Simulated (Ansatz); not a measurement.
Partial pair distribution functions of a relaxed model of amorphous In24O37Sr, broadened by 0.06 Å; density 6.45 g/cm³. All values below come from PBE, scalar-relativistic without spin-orbit coupling (plane waves to 420 eV, PAW; Ansatz, a first-principles code).

A CHGNet melt-quench gave the starting glass, which DFT then relaxed. O atoms were pushed apart under 1.9 Å during the dynamics, to hinder bonds among them. The hot cell started wider than the set density and was brought back towards it in steps. It is the lowest in DFT energy of 2 quenches. It is a model cell: composition and starting density were chosen by hand, and all elements were melted together. No dispersion term was used. Its density started from a set value of 6.45 and ended at 6.45 g/cm³. Cooling (nominally 220 K/ps over its main leg) ran many orders faster than in experiment, which tends to leave more defects and strain. One small periodic cell is one sample of the glass; other quenches scatter about these values. The volume was held where the preparation left it and the shape relaxed, at a PBE pressure of 1.1 GPa. Stress components on the final sampling reach 1.1 GPa.

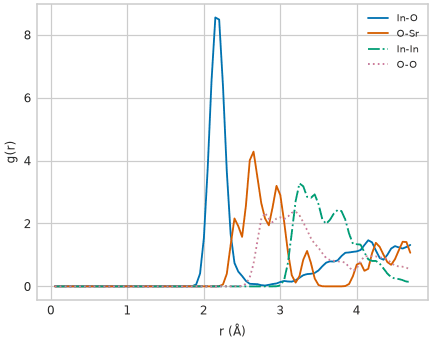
Partial pair distribution functions

Highest peaks under 4.5 Å: In-O near 2.15 Å, O-Sr near 2.65 Å, In-In near 3.25 Å, O-O near 3.20 Å; pairs of few atoms are noisy.

Within 2.70 Å each In has 5.42 O neighbours on average.
